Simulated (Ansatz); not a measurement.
# Nudged elastic band, with input and output: SiH5ClO2 (part 2 of 2)

Continued. System: SiH5ClO2. Method: RKS PBE0/6-31G* (Ansatz 0.2.0). It belongs to a series of runs on one base structure; here: band between the two ends.

Geometry of the input (Å):
```
Si 0.2876  -0.1349  -0.1120
H  0.5017  -0.1857  1.3515
O  1.7304  0.0542  -0.8997
H  2.4374  -0.5561  -0.6593
H  -0.5492  0.9522  -0.6443
Cl -0.5234  -1.9823  -0.6584
O  -2.1914  -0.0662  1.2490
H  -2.8095  -0.1424  0.5095
H  -2.1745  -0.9579  1.6226
```

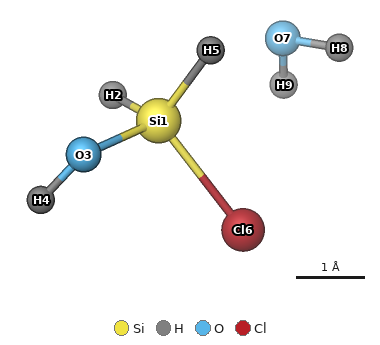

*The structure as given in the input (ball-and-stick view, seen at a tilt; atoms are numbered from 1 in the order of the input).*

## Log, continued
```
NEB iter  42: max|band force component| = 3.083e-2 eV/Å  barrier→ = 1.4289 eV  barrier← = 2.2384 eV  CI = image 3  Δτ_max = 0.0065 Å  (145 SCF iters)
the calculation of the forces begins
reference -24565.72456429 eV, -902.7737264913 hartree; 26, 26 occupied and 52, 52 virtual orbitals, 807 factors
807 factors; integrals over basis functions are off by at most 5.3e-4 eV
mean field evaluation 2112: about -24563.4866 eV, gradient 6.8e-3 eV
mean field -24563.48657251 eV, -902.6914818107 hartree, gradient 9.2e-6 eV, S^2 0.000000; 1 other end points of the search recorded, 0 dependent functions left out
the calculation of the forces begins
reference -24563.48659611 eV, -902.6914826780 hartree; 26, 26 occupied and 52, 52 virtual orbitals, 807 factors
NEB iter  43: max|band force component| = 2.760e-2 eV/Å  barrier→ = 1.4289 eV  barrier← = 2.2384 eV  CI = image 3  Δτ_max = 0.0000 Å  (325 SCF iters)
```

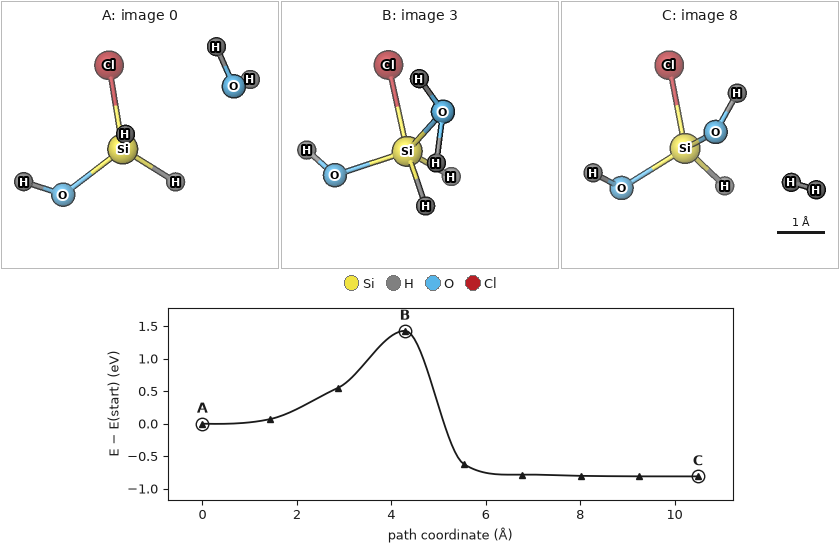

*Images of the last band (counted from 0; ball-and-stick, seen at a tilt) above the energy along the path; the line is a cubic interpolation that uses the forces.*

The highest image is number 3, 1.429 eV above the start and 2.238 eV above the end (the climbing image); the end lies 0.810 eV below the start. The path is 10.49 Å long. The band converged in 43 iterations.

```
Total energy: -24563.48659611 eV, -902.6914826780 hartree
Atom 0 at    -0.235168     0.048543    -0.098269 Å, force    -0.000084     0.000089     0.000011 eV/Å
Atom 1 at    -0.110517     0.654019     1.482873 Å, force    -0.000209    -0.000036     0.000057 eV/Å
Atom 2 at     1.235758    -0.661945     0.160892 Å, force     0.000104    -0.000126    -0.000057 eV/Å
Atom 3 at     1.503604    -1.216933    -0.585864 Å, force    -0.000024     0.000061     0.000085 eV/Å
Atom 4 at    -0.410250     1.397134    -0.667545 Å, force     0.000009    -0.000013    -0.000027 eV/Å
Atom 5 at    -0.803973    -1.086058    -1.837115 Å, force    -0.000071    -0.000040    -0.000067 eV/Å
Atom 6 at    -1.677426    -0.574646     0.840504 Å, force     0.000305    -0.000068     0.000025 eV/Å
Atom 7 at    -1.811373    -1.538275     0.860394 Å, force    -0.000152    -0.000026    -0.000097 eV/Å
Atom 8 at    -0.981455    -0.040939     1.603028 Å, force     0.000121     0.000159     0.000073 eV/Å
Dipole moment:    -0.110985    -0.259089     0.384141 e Å
this run last wrote the band of iteration 43 to [file]
```

## The last band as extended XYZ (Å, eV, eV/Å)
```
9
Properties=species:S:1:pos:R:3:forces:R:3 image=0 energy=-24564.91545
Si    0.2876   -0.1349   -0.1120    0.0006   0.0016   0.0010
H     0.5017   -0.1857    1.3515   -0.0015  -0.0008  -0.0018
O     1.7304    0.0542   -0.8997    0.0004  -0.0010   0.0006
H     2.4374   -0.5561   -0.6593   -0.0019   0.0013  -0.0007
H    -0.5492    0.9522   -0.6443    0.0019   0.0004  -0.0011
Cl   -0.5234   -1.9823   -0.6584    0.0003  -0.0007   0.0011
O    -2.1914   -0.0662    1.2490   -0.0125  -0.0219  -0.0067
H    -2.8095   -0.1424    0.5095    0.0136   0.0025   0.0152
H    -2.1745   -0.9579    1.6226   -0.0009   0.0186  -0.0076
9
Properties=species:S:1:pos:R:3:forces:R:3 image=1 energy=-24564.84479
Si    0.2442   -0.0219   -0.1432    0.0256  -0.0140  -0.0144
H     0.2525   -0.2005    1.3271    0.0260  -0.0978  -0.0111
O     1.8013    0.0090   -0.6982    0.0244   0.0662  -0.0923
H     2.2637   -0.8370   -0.6865    0.0623   0.0216   0.0219
H    -0.3833    1.2174   -0.6305   -0.0125  -0.0145   0.0257
Cl   -0.6365   -1.6936   -1.0425    0.0120  -0.0433   0.0522
O    -2.2936   -0.1473    1.0281   -0.0445   0.0389   0.0132
H    -2.4959   -1.0192    0.6612   -0.0466   0.0452  -0.0115
H    -2.0432   -0.3260    1.9434   -0.0466  -0.0023   0.0163
9
Properties=species:S:1:pos:R:3:forces:R:3 image=2 energy=-24564.36765
Si    0.0616    0.0922   -0.0505    0.0826   0.0085   0.0248
H     0.0984    0.4391    1.3995    0.0663  -0.0624  -0.0225
O     1.6368   -0.4366   -0.1066    0.1026   0.0540  -0.0895
H     1.8397   -0.9909   -0.8698    0.0800   0.0603  -0.0801
H    -0.3067    1.3206   -0.7950    0.0196  -0.0246  -0.0257
Cl   -0.7475   -1.3930   -1.3795    0.0029  -0.0668   0.1196
O    -1.9822   -0.3931    0.9363   -0.0690   0.0491   0.0321
H    -2.1837   -1.3256    0.7629   -0.0994   0.0619  -0.0262
H    -1.7072   -0.3317    1.8616   -0.1857  -0.0800   0.0675
9
Properties=species:S:1:pos:R:3:forces:R:3 image=3 energy=-24563.48657
Si   -0.2352    0.0485   -0.0983   -0.0001   0.0001   0.0000
H    -0.1105    0.6540    1.4829   -0.0002   0.0000   0.0001
O     1.2358   -0.6619    0.1609    0.0001  -0.0001  -0.0001
H     1.5036   -1.2169   -0.5859    0.0000   0.0001   0.0001
H    -0.4103    1.3971   -0.6675    0.0000   0.0000   0.0000
Cl   -0.8040   -1.0861   -1.8371   -0.0001   0.0000  -0.0001
O    -1.6774   -0.5746    0.8405    0.0003  -0.0001   0.0000
H    -1.8114   -1.5383    0.8604   -0.0002   0.0000  -0.0001
H    -0.9815   -0.0409    1.6030    0.0001   0.0002   0.0001
9
Properties=species:S:1:pos:R:3:forces:R:3 image=4 energy=-24565.53456
Si   -0.4530   -0.1836   -0.4048   -0.1016  -0.1035  -0.1410
H     0.0722    0.7348    2.1098    0.0458   0.0757   0.2470
O     0.9943   -0.8072    0.0779   -0.0934  -0.0232  -0.0147
H     1.4766   -1.2826   -0.6095    0.0166  -0.0029   0.0249
H    -0.4444    1.2853   -0.4917   -0.0538  -0.0688   0.0305
Cl   -0.8026   -0.9507   -2.2941    0.0313  -0.0063  -0.1820
O    -1.7158   -0.6125    0.5559   -0.0152  -0.0330  -0.1250
H    -1.8513   -1.5531    0.7211    0.0083  -0.0273  -0.0398
H    -0.5667    0.3505    2.0943    0.1618   0.1893   0.2000
9
Properties=species:S:1:pos:R:3:forces:R:3 image=5 energy=-24565.69680
Si   -0.4127   -0.2009   -0.6454    0.0022  -0.0050  -0.0037
H    -0.1639    0.8188    3.0673   -0.0029   0.0019   0.0111
O     1.0520   -0.7717   -0.1640   -0.0200  -0.0273   0.0153
H     1.4719   -1.4317   -0.7273    0.0142   0.0202  -0.0195
H    -0.4404    1.2670   -0.6509    0.0006  -0.0006  -0.0071
Cl   -0.7254   -0.9075   -2.5687   -0.0006  -0.0016  -0.0042
O    -1.6444   -0.6655    0.3327    0.0040   0.0004  -0.0043
H    -1.7645   -1.6107    0.4852    0.0031   0.0091   0.0066
H    -0.6634    0.4831    2.6300   -0.0006   0.0030   0.0057
9
Properties=species:S:1:pos:R:3:forces:R:3 image=6 energy=-24565.71696
Si   -0.3093   -0.1889   -0.7931   -0.0022   0.0043  -0.0042
H    -0.4833    0.5980    3.3636   -0.0064   0.0007   0.0041
O     1.2747   -0.3343   -0.4148    0.0032   0.0016  -0.0033
H     1.5652   -1.1979   -0.0966    0.0036  -0.0023  -0.0004
H    -0.5622    1.2484   -0.9791    0.0000   0.0002  -0.0024
Cl   -0.7762   -1.1338   -2.5759   -0.0036  -0.0047   0.0022
O    -1.2205   -0.8978    0.3808    0.0070  -0.0019   0.0069
H    -2.0282   -1.3433    0.0999   -0.0035   0.0052  -0.0060
H    -0.7510    0.2305    2.7743    0.0019  -0.0030   0.0030
9
Properties=species:S:1:pos:R:3:forces:R:3 image=7 energy=-24565.72454
Si   -0.2124   -0.1677   -0.9561    0.0008  -0.0004   0.0001
H    -1.0206    0.1760    3.6778   -0.0015  -0.0009   0.0010
O     1.3797   -0.1371   -0.5853    0.0001  -0.0001  -0.0012
H     1.7145   -0.8687   -0.0521    0.0006   0.0005  -0.0008
H    -0.5280    1.1460   -1.5383    0.0002  -0.0002  -0.0011
Cl   -0.6559   -1.6014   -2.3830   -0.0006  -0.0005   0.0001
O    -1.0811   -0.5466    0.3907    0.0004   0.0011   0.0002
H    -1.8800   -1.0712    0.2614    0.0006   0.0010   0.0011
H    -1.0070    0.0515    2.9439   -0.0005  -0.0003   0.0006
9
Properties=species:S:1:pos:R:3:forces:R:3 image=8 energy=-24565.72496
Si   -0.1007   -0.1884   -0.8812   -0.0161   0.0016   0.0117
H    -1.7119    0.3846    3.5547    0.0090  -0.0055  -0.0165
O     1.5326   -0.2027   -0.8129    0.0108  -0.0073   0.0025
H     1.9473   -1.0010   -0.4626   -0.0101   0.0085  -0.0026
H    -0.4892    1.1898   -1.2206    0.0040  -0.0058   0.0026
Cl   -0.8325   -1.4221   -2.3749    0.0016  -0.0019   0.0032
O    -0.7142   -0.7427    0.5440    0.0114   0.0067  -0.0145
H    -1.5416   -1.2362    0.4988   -0.0021  -0.0013  -0.0031
H    -1.3806    0.1996    2.9136   -0.0085   0.0050   0.0167
```

## Results in brief

| quantity | value |
| --- | --- |
| outcome | converged |
| barrier, forward | 1.429 eV |
| barrier, backward | 2.238 eV |
| wall time | 17 min |
| peak memory | 0.17 GiB |

The order of the saddle point was not checked.
